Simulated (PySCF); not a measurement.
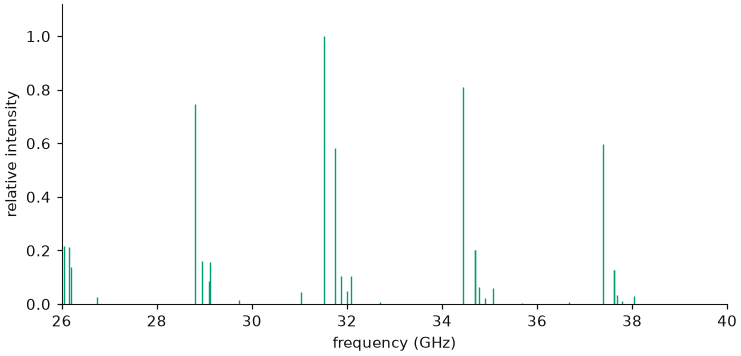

Simulated rotational absorption lines between 26 and 40 GHz at 1.5 K: rigid rotor with the equilibrium constants and dipole of one optimised conformer (PBE0-D3(BJ)/def2-SVP, PySCF), commonest isotopes; no centrifugal distortion, hyperfine structure, internal rotation or nuclear-spin weights; lines within 1 MHz of each other are summed.

Question: Which molecule gives this spectrum?
A. C₅H₄BrN, SMILES Brc1ccccn1
B. B₂N₃H₉O, SMILES N[B-]1(O)[NH2+][BH2-][NH2+]1
C. C₂H₁₁OPSi₂, SMILES CCO[Si@H]([SiH3])P
D. C₄H₁₀O₂S, SMILES CCS(=O)(=O)CC

Answer: Option D. Rotational constants A, B, C = 4.291, 1.474, 1.466 GHz, |μa|, |μb|, |μc| = 0.01, 4.30, 0.23 D.

Note: coarse grid, loose stop and no frequency check, small forces are noise and the end may be a saddle.
